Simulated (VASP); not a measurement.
Band structure of CsH (space group P6_3mc). Level of theory: PBE GGA, VASP's PBE PAW potentials (set 64) (plane waves; VASP).

Unless said otherwise, spin-orbit coupling is left out, though it shifts the bands of the heavy elements here.

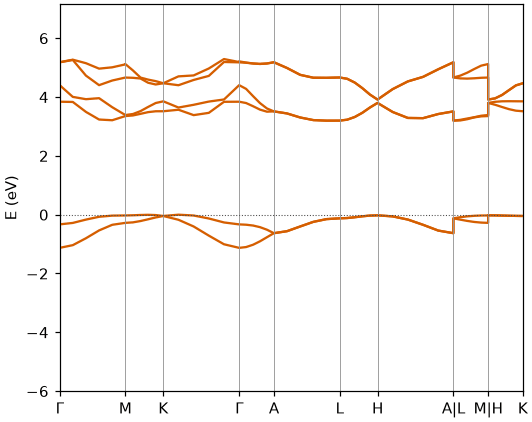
*Bands along high-symmetry lines, zero at the valence-band maximum or, without a gap, the Fermi level*

**Question.** Read the plot: is there a gap, and where are the band edges?

**Answer.** The gap is indirect, 3.15 eV, from the valence maximum at K-Γ at 0.20 to the conduction minimum at (0.33, 0.00, 0.33).

The structure was generated: CsH was put into an ordered model structure, which need not be its known phase. The cell was not relaxed at this level.
